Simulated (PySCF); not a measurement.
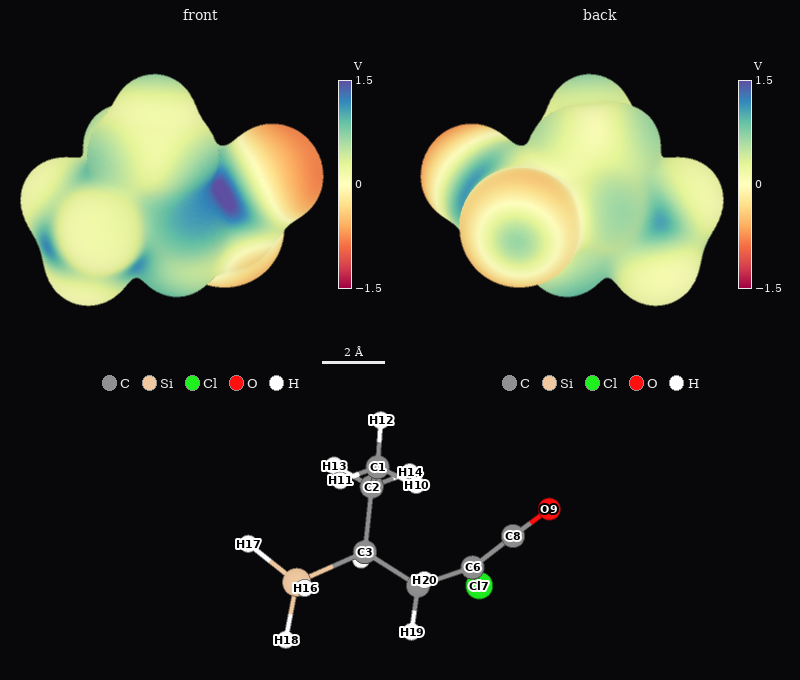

*C₆H₁₁ClOSi (SMILES CC[C@H]([SiH3])CC(Cl)=C=O). The molecular electrostatic potential painted on the density surface at 0.002 e/bohr³, seen from the front and from behind; the colour scale runs from red (negative) to blue (positive). The bare structure is drawn below in the same view.*

Geometry: GFN2-xTB.

The calculation used PBE0/pcSseg-1, SCF density, gas phase, non-relativistic in PySCF.

```xyz
20

C    -1.3789    1.3733    0.0354
C    -0.5912    0.6363   -1.0397
C     0.0077   -0.6975   -0.5827
Si   -1.3093   -1.9811   -0.0542
C     1.0481   -0.5242    0.5293
C     2.1792    0.3825    0.1258
Cl    3.2981   -0.2154   -1.0859
C     2.3389    1.6015    0.5401
O     2.4742    2.6803    0.9602
H    -0.7396    1.6457    0.8719
H    -2.1963    0.7582    0.4054
H    -1.7987    2.2900   -0.3733
H    -1.2499    0.4415   -1.8895
H     0.2124    1.2880   -1.3954
H     0.5371   -1.1100   -1.4497
H    -1.8135   -1.6809    1.2878
H    -2.4035   -1.9641   -1.0237
H    -0.6756   -3.3008   -0.0289
H     1.4708   -1.4987    0.7842
H     0.5850   -0.1138    1.4271
```

> Which sites attract a positive test charge, and which a negative one?

A positive charge is drawn to the negative regions and a negative charge to the positive ones. The most negative region (about −0.8 V) lies over O9, the most positive (about +1.4 V) over C8 and H20. Cl7 shows a σ-hole: about +0.7 V at the tip opposite its bond, against about −0.2 V on its flanks.
